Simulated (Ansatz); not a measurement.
# Decaying states in the gap of H3SeI, part 3 of 3

Wanted: the relaxed cell of H3SeI, its band edges and its decay constants. It is built by putting Se for O, I for Cl in the H3ClO structure of space group R3m, with the volume rescaled by atomic radii. The parent structure comes from the Materials Project.

Ansatz 0.2.0; PBE DFT, plane waves, PAW files (the session's first sound run).

So far, gap on path (eV): step 3 (the bulk crystal and its band edges, PBE) 3.77; step 6 (PBE norm-conserving, cutoff 1170.09 eV) 3.76.

The structure was built from a prototype and need not be the compound's stable phase.

### 7. Complex bands at another level, cutoff 1170.09 eV

This step: PBE DFT, plane waves, norm-conserving files; complex bands by layer matching along the plane's normal (Ansatz 0.2.0).

The complex bands at that level, over its own gap, at (0, 0) and (0, -0.0469).

input.yaml reads:

```yaml
crystal:
  lattice:
    - [5.731630134, 0.0, 0.0]
    - [2.865815067, 4.963737302, 0.0]
    - [2.865815067, 1.654579101, 4.230772174]
  atoms:
    - { symbol: H, position: [0.7152804021, 0.7152804021, 0.242386812] }
    - { symbol: H, position: [0.3270523838, 0.7152804021, 0.242386812] }
    - { symbol: H, position: [0.7152804021, 0.3270523838, 0.242386812] }
    - { symbol: I, position: [0.0208457733, 0.0208457733, 0.9374626801] }
    - { symbol: Se, position: [0.5175400387, 0.5175400387, 0.4473798839] }
kpoints:
  mp_grid: { grid: [6, 6, 6] }
scf:
  occupations: { method: fixed }
hamiltonian:
  xc: pbe
  pseudopotentials: { kind: nc }
output:
  eigenvalues: true
  transmission:
    leads: [[0, 0]]
    kpoints: [[0.0, 0.0], [0.0, -0.0469]]
    e_range: [-1.0, 4.76]
    de: 0.1
```

On the command line:

```console
ansatz run input.yaml --threads 2 --pin off --max-ram 4096MiB --backend cpu --events-out ev --progress --plain --runs-dir out
```

Numbers of over 12 decimals in the logs are rounded to 6 here.

Log:

```text
[...]
Crystal: 5 atoms, lattice volume = 120.367 Å³
Basis set: ecut = 1170.089609 eV, 10859 PW (Γ)
Bands: 18, of which v1, the nominal top of the filled ones, is band 13 counted from 1 (12 counted from 0)
Symmetry: 6 space group operations
[...]
k-points: 32 of 216 (time reversal used)
[...]
SCF iter   1: F=—  HF=-3698.887855 eV  |F-HF|=—  |Δ(HF+E_count)|=         —  Δρ=3.25e-2  dr2=1.01e0  ethr=3.10e-3  ⟨swp⟩=5.0  Hψ=2719  notcnv=0  defer=95
[...]
SCF iter   8: F=-3698.656288 eV  HF=-3698.656288 eV  |F-HF|=5.98e-10  |Δ(HF+E_count)|=   6.48e-8  Δρ=3.09e-6  dr2=4.44e-9  ethr=3.85e-10  ⟨swp⟩=11.7  Hψ=3163  notcnv=0
SCF 1 converged in 8 iterations: F = -3698.656288 eV  dr2 = 4.44e-9
transmission: 9 of 18 steps passed
transmission: 18 of 18 steps passed
SCF converged after 8 iterations
Free energy (F): -3698.656288 eV
[...]
Internal energy: -3698.656288 eV  (E = F + TS)
E sigma→0 (E₀):  -3698.656288 eV
Fermi energy:    0.580473 eV
[...]
--- Band table (eV; the first three rows and the last of 32) ---
  k-point 0: bands = [... 9 lower, -2.9482, 0.3470, 0.3470, 0.3680, 4.3437, 4.3437, 4.3907, 6.6316, ... 1 higher]
  k-point 1: bands = [... 9 lower, -2.9353, 0.0834, 0.1485, 0.1485, 4.7375, 4.7375, 5.0048, 6.9540, ... 1 higher]
  k-point 2: bands = [... 9 lower, -2.9124, -0.3626, -0.1875, -0.1875, 5.5689, 5.5689, 6.2790, 7.0696, ... 1 higher]
  k-point 31: bands = [... 9 lower, -3.1820, -0.2648, 0.1770, 0.3650, 4.7726, 5.1964, 6.5949, 6.9286, ... 1 higher]
--- Transmission ---
  basis      : 685 plane waves across, 9 finite elements along
  points     : 2, as listed
[...]
crystal 0  : I1H3Se1, at the sites [0, 0], period 4.2308 Å: whole cells are its period
[...]
channels       : 0.000000e0 a spin
[...]
slowest decay  : 0.3288 /Å at (0.0000, 0.0000)
```

It took 9.4 min on 2 threads of Arm Neoverse V2, shared host; peak memory 3 GiB; 17 min of CPU time.

This step gave:

```yaml
level_to_which_the_leads_are_filled: 1.882 eV from the Fermi level
decay_constant_at_the_filling_level_zone_centre: 0.3288 Å⁻¹
decay_constant_at_the_filling_level_slowest_listed_point: 0.3288 Å⁻¹
```

K parallel (0, 0); values up to 1.5 1/Å, a degenerate pair printed once or twice; energies at which all values exceed this have no row. Im kz of the slowest decaying states against energy, zero at the highest filled level on the SCF mesh:

```
energy (eV)  decay 1 (Å⁻¹)  decay 2 (Å⁻¹)  decay 3 (Å⁻¹)  decay 4 (Å⁻¹)
      -1.00          0.180          0.833           1.07              -
       0.00          0.181          0.228          0.808           1.00
       1.00          0.326          0.393          0.768          0.927
       2.00          0.325          0.392          0.714          0.837
       3.00          0.248          0.298          0.645          0.731
       4.00          0.557          0.603           1.43              -
```

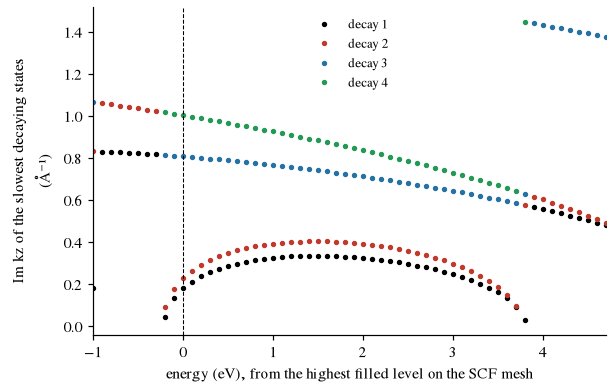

Im kz of the slowest decaying states against energy.

K parallel (0, -0.0469); values up to 1.5 1/Å, a degenerate pair printed once or twice; energies at which all values exceed this have no row. The Im kz of the slowest decaying states by energy, zero at the highest filled level on the SCF mesh:

```
energy (eV)  decay 1 (Å⁻¹)  decay 2 (Å⁻¹)  decay 3 (Å⁻¹)  decay 4 (Å⁻¹)
      -1.00          0.179          0.184          0.834          0.834
       0.00          0.196          0.212          0.228          0.808
       1.00          0.347          0.374          0.393          0.767
       2.00          0.346          0.375          0.393          0.713
       3.00          0.264          0.286          0.298          0.643
       4.00          0.555          0.556          0.607          0.612
```

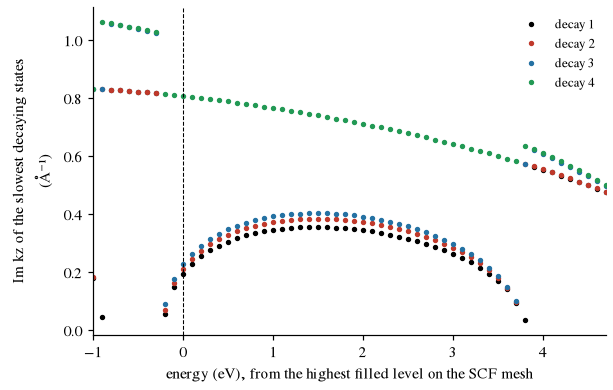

Im kz of the slowest decaying states against energy.

At the listed wavevectors the last open channel is at -0.30 eV and the next at +3.80 eV on the grid. At +1.90 eV, the grid energy nearest the filling level (the middle of the gap on the SCF mesh), the slowest state at the listed wavevectors decays with κ = 0.329 Å⁻¹, its amplitude falling by e over 3.0 Å; the first such run, plane (001), gave 0.330 Å⁻¹.

### 8. A check of the settings

This step: PBE DFT, plane waves, PAW files; complex bands by layer matching along the plane's normal; changed: hamiltonian.hubbard = {"sites": [{"species": "H", "l": "p", "u_eff": 20.0}]}, scf.max_iter = 60 (Ansatz 0.2.0).

This run repeats an earlier one, its twin (the complex run, plane (001)), with two settings changed (scf.max_iter, hamiltonian.hubbard.sites; files written aside). The setting was drawn as a possible misstep, on purpose. Where the input is shown as a difference, that is against the step before, not the twin.

Changes to input.yaml since step 7:

```diff
@@ -15,5 +15,6 @@
   occupations: { method: fixed }
+  max_iter: 60
 hamiltonian:
   xc: pbe
-  pseudopotentials: { kind: nc }
+  hubbard: { sites: [{ species: H, l: p, u_eff: 20.0 }] }
 output:
@@ -22,4 +23,4 @@
     leads: [[0, 0]]
-    kpoints: [[0.0, 0.0], [0.0, -0.0469]]
-    e_range: [-1.0, 4.76]
+    kpoints: [[0.0, 0.0], [0.0, -0.0417]]
+    e_range: [-1.0, 4.77]
     de: 0.1
```

Log:

```text
Error: inconsistent input (hamiltonian.hubbard.sites[].l, hamiltonian.hubbard.sites[].shell): the file of H doesn't list 2p, and it can't be added: PBE doesn't bind the shell 2p of the free atom, whose level lies at +0.31 eV. Type an atom or ion with it (hamiltonian.pseudopotentials.projection_atoms), take another file or name another shell
```

Run time: 0.07 s. Hardware: 2 threads; peak memory 0.081 GiB.

The input was rejected at the start.

The program's message: “Error: inconsistent input (hamiltonian.hubbard.sites[].l, hamiltonian.hubbard.sites[].shell): the file of H doesn't list 2p, and it can't be added: PBE doesn't bind the shell 2p of the free atom, whos …”

The change that led to it: hamiltonian.hubbard.

### 9. Summary of results

```yaml
band_gap: 3.77 eV
least_decay_constant_at_mid_gap_normal_to_001: 0.330 Å⁻¹
least_decay_constant_at_mid_gap_normal_to_101: 0.327 Å⁻¹
least_decay_constant_norm_conserving_files: 0.329 Å⁻¹
```

With PBE, the slowest decay at the wavevectors tried is κ = 0.327 Å⁻¹, normal to (101). Through such a film the transmission near mid-gap falls as exp(−2κd), a factor of ten every 3.5 Å. The directions tried decay at nearly the same rate. A free electron under a barrier of half the gap would need a mass of 0.22 mₑ to decay at this rate. With norm-conserving files the gap goes from 3.77 to 3.76 eV and the decay constant, over the first 2 listed wavevectors (which shift with the band edges), from 0.330 to 0.329 Å⁻¹. The compound is made up by substitution; its stability against other phases and against distortions of the cell's symmetry was not tested. A semilocal functional narrows gaps, while spin-orbit coupling, left out here, narrows them in compounds of heavy elements, so the error in κ can go either way.

[Logs are printed without paths, hosts, clocks, repeated set-up lines and the standing remarks that a program may print on its own settings, such as how far it seeks lower states.]

[Hosts, paths, dates, database ids (printed as entryN), source tags and the programs' standing remarks are cut or masked in the printed files.]

[New means built here by substitution; the compound itself may be known and measured.]
